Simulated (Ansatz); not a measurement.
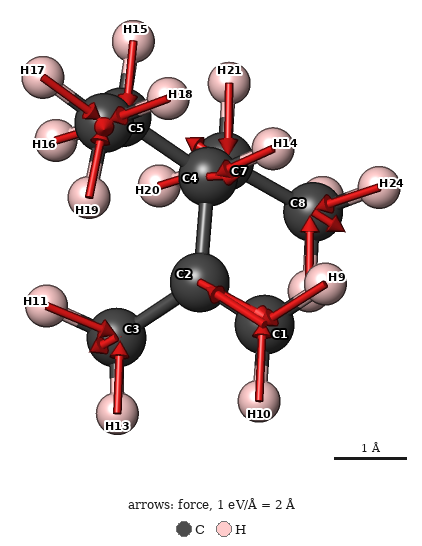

Starting geometry of C8H16 with the computed forces as red arrows. The picture is a ball-and-stick view, seen from a free direction.

The start comes from PBE-D4/def2-SVP.

These are results of RKS PBE0-D4/def2-TZVP in Ansatz, not measurements.

Input file:
```yaml
crystal:
  periodic: [false, false, false]
  atoms:
    - {symbol: C, position_ang: [0.607124, -1.104712, 1.815307]}
    - {symbol: C, position_ang: [-0.174228, -0.495054, 0.898572]}
    - {symbol: C, position_ang: [-1.672279, -0.429150, 1.059676]}
    - {symbol: C, position_ang: [0.427633, 0.152625, -0.342180]}
    - {symbol: C, position_ang: [0.168597, 1.674819, -0.393609]}
    - {symbol: C, position_ang: [0.687047, 2.441123, 0.822406]}
    - {symbol: C, position_ang: [-0.047025, -0.526586, -1.645843]}
    - {symbol: C, position_ang: [0.265781, -2.020274, -1.726308]}
    - {symbol: H, position_ang: [1.701581, -1.151226, 1.693806]}
    - {symbol: H, position_ang: [0.180879, -1.577125, 2.715468]}
    - {symbol: H, position_ang: [-2.032563, 0.622082, 1.091736]}
    - {symbol: H, position_ang: [-2.196381, -0.910726, 0.205204]}
    - {symbol: H, position_ang: [-2.002348, -0.931094, 1.989192]}
    - {symbol: H, position_ang: [1.530078, 0.006364, -0.275396]}
    - {symbol: H, position_ang: [0.642924, 2.071248, -1.317916]}
    - {symbol: H, position_ang: [-0.921909, 1.857283, -0.521690]}
    - {symbol: H, position_ang: [0.506310, 3.530671, 0.722524]}
    - {symbol: H, position_ang: [1.779517, 2.292407, 0.954395]}
    - {symbol: H, position_ang: [0.200736, 2.100421, 1.759418]}
    - {symbol: H, position_ang: [-1.140675, -0.360397, -1.769349]}
    - {symbol: H, position_ang: [0.428654, 0.003242, -2.499997]}
    - {symbol: H, position_ang: [-0.067043, -2.453212, -2.691376]}
    - {symbol: H, position_ang: [-0.228914, -2.586087, -0.910683]}
    - {symbol: H, position_ang: [1.356506, -2.206638, -1.633377]}
basis:
  gaussian: {orbitals: def2-TZVP}
hamiltonian: {xc: pbe0, dispersion: d4}
relax: {f_tol: 0.005, max_steps: 150}
```

Command:
```bash
ansatz run in.yaml --threads 4 --pin off --events-out ev --progress --plain --max-ram 66560MiB --backend cuda --devices 0, --max-vram 37GiB
```

Is this structure relaxed? If not, where do the atoms go?

It isn't relaxed: the largest force vector, on C2, is 0.72 eV/Å. The final displacements follow the starting forces only in part (cosine between the two patterns 0.58). Over 6 geometry steps the energy falls by 2.44 kcal/mol. Largest force component: 0.59 eV/Å at the start, 0.0015 eV/Å at the end. The largest moves after the best rigid fit, 0.043 Å, are those of H10 and H22. Largest moves by element: H 0.043 Å, C 0.028 Å. Near-neighbour distances that change, for instance: C1–C2 1.350 → 1.329 Å, C1–H9 1.102 → 1.085 Å, C3–H11 1.112 → 1.094 Å, C1–H10 1.102 → 1.085 Å. The run took about 15 s of wall time on a shared GPU.
